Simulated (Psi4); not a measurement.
**SiS (SMILES [Si-]#[S+]): MP3/cc-pVTZ**

What is the energy change on altering one bond length of SiS at MP3/cc-pVTZ? 

The calculation is run with Psi4 1.11.

1 further run of the same task is left out (it didn't finish).

## Step 1: The system as given

The species is SiS (2 atoms), meant as a singlet with charge 0. SMILES: `[Si-]#[S+]`. The bond length is the measured one.

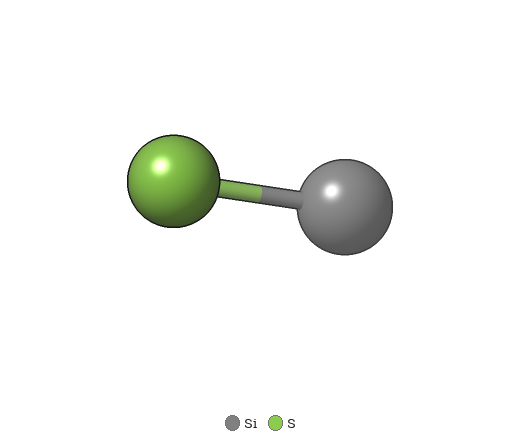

Viewed from a chosen angle; silicon grey, sulfur green.

## Step 2: The energy at MP3/cc-pVTZ

calc.inp reads:

```
memory 1600 mb

molecule system {
  0 1
  Si
  S 1 R2

  R2 = 1.929321
  units angstrom
  symmetry c1
}

set basis cc-pVTZ
set puream true
set e_convergence 1e-09
set d_convergence 1e-08
set scf_type pk
set num_frozen_docc 10
set mp_type conv

result, w = energy("mp3", return_wfn=True)
print_variables()
```

Launch:

```sh
$ psi4 calc.inp calc.out -n 1
```

calc.out:

```text
[...]
  Running in c1 symmetry.
[...]
  Nuclear repulsion =   61.439073741528745
[...]
  Multiplicity = 1
[...]
  Nalpha       = 15
  Nbeta        = 15
[...]
    Number of basis functions: 68
[...]
   @RHF iter   1:  -686.47469103268736   -5.84126e-01   3.56847e-03 DIIS/ADIIS
[...]
   @RHF iter  10:  -686.50649015152055   -6.93490e-12   6.12097e-09 DIIS
[...]
    Orbital Energies [Eh]
    ---------------------
    Doubly Occupied:
       1A    -91.937570     2A    -68.838636     3A     -8.941929
       4A     -6.622043     5A     -6.621347     6A     -6.621347
       7A     -6.183743     8A     -4.284427     9A     -4.284408
      10A     -4.284408    11A     -0.940980    12A     -0.572603
      13A     -0.389279    14A     -0.388315    15A     -0.388315
[...]
  @RHF Final Energy:  -686.50649015152055
   => Energetics <=
    Nuclear Repulsion Energy =             61.4390737415287447
    One-Electron Energy =               -1073.2924283058396213
    Two-Electron Energy =                 325.3468644127902962
    Total Energy =                       -686.5064901515205520
[...]
 Multipole Moments:
 ------------------------------------------------------------------------------------
     Multipole            Electronic (a.u.)      Nuclear  (a.u.)        Total (a.u.)
 ------------------------------------------------------------------------------------
 L = 1.  Multiply by 2.5417464519 to convert [e a0] to [Debye]
 Dipole X            :         -0.0000000            0.0000000           -0.0000000
 Dipole Y            :          0.0000000            0.0000000            0.0000000
 Dipole Z            :         -0.8988048            0.0013275           -0.8974773
 Magnitude           :                                                    0.8974773
[...]
	SCS-MP2 Total Energy (a.u.)        :  -686.76404376573623
	SOS-MP2 Total Energy (a.u.)        :  -686.76313949316534
[...]
	SOS-PI-MP2 Total Energy (a.u.)     :  -686.78288175021498
[...]
	MP2 Total Energy (a.u.)            :  -686.76585231087790
[...]
	SCS-MP3 Total Energy (a.u.)        :  -686.76932008787549
[...]
	MP3 Total Energy (a.u.)            :  -686.78695759943469
[...]
```

Wall time 12 s (1 thread of Intel Xeon Platinum 8259CL at 2.50GHz (Skylake/Cascade Lake), shared host); peak memory 0.43 GiB.

## Step 3: The distorted shape at the same level

ssi.json reads:

```json
{
 "schema_name": "qcschema_input",
 "schema_version": 1,
 "molecule": {
  "schema_name": "qcschema_molecule",
  "schema_version": 2,
  "symbols": ["Si", "S"],
  "geometry": [0.0, 0.0, -2.91675259, 0.0, 0.0, 3.6458883],
  "molecular_charge": 0,
  "molecular_multiplicity": 1,
  "fix_symmetry": "c1"
 },
 "driver": "energy",
 "model": {
  "method": "mp3",
  "basis": "cc-pVTZ"
 },
 "keywords": {
  "puream": true,
  "e_convergence": 1e-09,
  "d_convergence": 1e-08,
  "scf_type": "pk",
  "num_frozen_docc": 10,
  "mp_type": "conv"
 }
}
```

Launch:

```sh
$ psi4 --qcschema ssi.json -n 1 --memory 1600MB
```

stdout:

```text
[...]
  Running in c1 symmetry.
[...]
  Nuclear repulsion =   34.132600542157654
[...]
  Multiplicity = 1
[...]
  Nalpha       = 15
  Nbeta        = 15
[...]
    Number of basis functions: 68
[...]
   @RHF iter   1:  -685.77103285228213   -6.18885e-01   7.99315e-03 ADIIS/DIIS
[...]
   @RHF iter  15:  -686.25665512399348   -2.92175e-11   8.02832e-09 DIIS
[...]
    Orbital Energies [Eh]
    ---------------------
    Doubly Occupied:
       1A    -91.947279     2A    -68.903201     3A     -8.944258
       4A     -6.625284     5A     -6.621008     6A     -6.621008
       7A     -6.242656     8A     -4.342203     9A     -4.342203
      10A     -4.339675    11A     -0.822126    12A     -0.599550
      13A     -0.337501    14A     -0.337501    15A     -0.290364
[...]
  @RHF Final Energy:  -686.25665512399348
   => Energetics <=
    Nuclear Repulsion Energy =             34.1326005421576539
    One-Electron Energy =               -1018.1468768831165335
    Two-Electron Energy =                 297.7576212169653331
    Total Energy =                       -686.2566551239935961
[...]
 Multipole Moments:
 ------------------------------------------------------------------------------------
     Multipole            Electronic (a.u.)      Nuclear  (a.u.)        Total (a.u.)
 ------------------------------------------------------------------------------------
 L = 1.  Multiply by 2.5417464519 to convert [e a0] to [Debye]
 Dipole X            :         -0.0000000            0.0000000           -0.0000000
 Dipole Y            :          0.0000000            0.0000000            0.0000000
 Dipole Z            :         -1.8895622            0.0023895           -1.8871726
 Magnitude           :                                                    1.8871726
[...]
	SCS-MP2 Total Energy (a.u.)        :  -686.49004398108139
	SOS-MP2 Total Energy (a.u.)        :  -686.49546201366195
[...]
	SOS-PI-MP2 Total Energy (a.u.)     :  -686.51383177440562
[...]
	MP2 Total Energy (a.u.)            :  -686.47920791592048
[...]
	SCS-MP3 Total Energy (a.u.)        :  -686.49942529429507
[...]
	MP3 Total Energy (a.u.)            :  -686.51673316877532
[...]
```

The result, in JSON:

```text
{
 "driver": "energy",
 "model": {
  "method": "mp3",
  "basis": "cc-pVTZ"
 },
 "success": true,
 "return_result": -686.5167331687753,
 "properties": {
  "calcinfo_nbasis": 68,
  "calcinfo_nmo": 68,
  "calcinfo_nalpha": 15,
  "calcinfo_nbeta": 15,
  "calcinfo_natom": 2,
  "nuclear_repulsion_energy": 34.132600542157654,
  "return_energy": -686.5167331687753,
  "scf_one_electron_energy": -1018.1468768831165,
  "scf_two_electron_energy": 297.75762121696533,
  "scf_dipole_moment": [-2.850478112342391e-15, 2.920362973765975e-16, -1.8871726288734485],
  "scf_total_energy": -686.2566551239935,
  "scf_iterations": 15,
  "mp2_same_spin_correlation_energy": -0.038855184489767804,
  "mp2_opposite_spin_correlation_energy": -0.18369760743726354,
  "mp2_singles_energy": 0.0,
  "mp2_doubles_energy": -0.22255279192703137,
  "mp2_correlation_energy": -0.22255279192700073,
  "mp2_total_energy": -686.4792079159205
 }
}
```

It took 12 s on 1 thread of Intel Xeon Platinum 8259CL at 2.50GHz (Skylake/Cascade Lake), shared host; peak memory 0.43 GiB.

## Step 4: Summary of results

Level: MP3/cc-pVTZ, 10 core orbitals frozen.

| quantity | value |
| --- | --- |
| first shape: total energy | -686.78696 Eh |
| first shape: HOMO energy (Hartree–Fock orbitals) | -10.57 eV |
| first shape: LUMO energy (Hartree–Fock orbitals) | 0.75 eV |
| first shape: HOMO–LUMO gap (Hartree–Fock orbitals) | 11.32 eV |
| first shape: correlation energy (10 core orbitals frozen) | -280.5 mEh |
| distorted shape: total energy | -686.51673 Eh |
| distorted shape: HOMO energy (Hartree–Fock orbitals) | -7.90 eV |
| distorted shape: LUMO energy (Hartree–Fock orbitals) | -0.98 eV |
| distorted shape: HOMO–LUMO gap (Hartree–Fock orbitals) | 6.92 eV |
| distorted shape: correlation energy (10 core orbitals frozen) | -260.1 mEh |
| energy change with the Si1–S2 bond stretched from 1.929 to 3.473 Å | 7.353 eV |

What this shows: One bond (distorted shape) is far stretched, which a spin-restricted single reference describes badly; perturbation theory on it can break down and give far too much correlation. With the Si1–S2 bond stretched from 1.929 to 3.473 Å the energy rises by 7.35 eV (709 kJ/mol). The first shape isn't relaxed at this level, so the change isn't measured from a minimum. A restricted reference can't describe the breaking bond well at this length.
